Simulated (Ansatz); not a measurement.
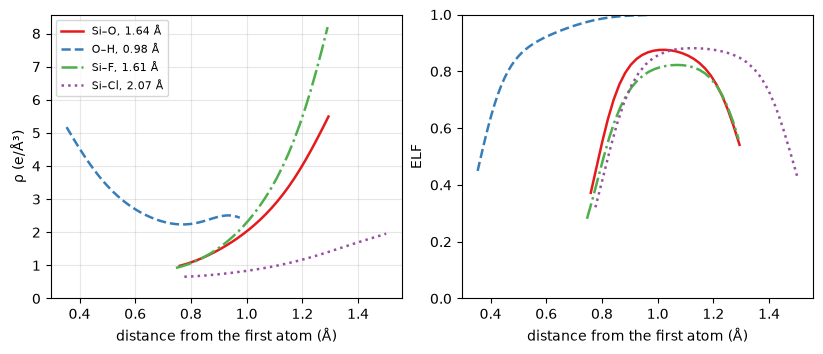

*ClFH2O2Si (SMILES O[Si](O)(F)Cl). Electron density and ELF along straight lines between neighbouring atoms. The curves leave out the atomic cores.*

These are results of Ansatz, RKS PBE/6-31G*, not measurements.

```xyz
7

O    -0.6742   -0.1740    1.4016
Si    0.0738    0.1319   -0.0289
O     0.7786   -1.2790   -0.4942
F     1.1919    1.2881    0.0991
Cl   -1.2982    0.8353   -1.4105
H    -1.5036    0.3203    1.5400
H     1.4930   -1.1906   -1.1526
```

Compare the contacts.

Si–O (1.64 Å): the density is about 1.2 e/Å³ at the midpoint; the ELF peaks at about 0.90 between the atoms: a shared but strongly polarised pair.
O–H (0.98 Å): the density is about 3.5 e/Å³ at the midpoint; the ELF climbs to about 1 towards the hydrogen, as it does in any bond to H: an ordinary covalent bond to hydrogen.
Si–F (1.61 Å): the density is about 1.1 e/Å³ at the midpoint; the ELF peaks at about 0.80 in the valence shell of F, 0.5 Å from its nucleus, and is about 0.50 at the midpoint.
Si–Cl (2.07 Å): the density is about 0.88 e/Å³ at the midpoint; the ELF peaks at about 0.90 between the atoms, as expected for a polar covalent bond.
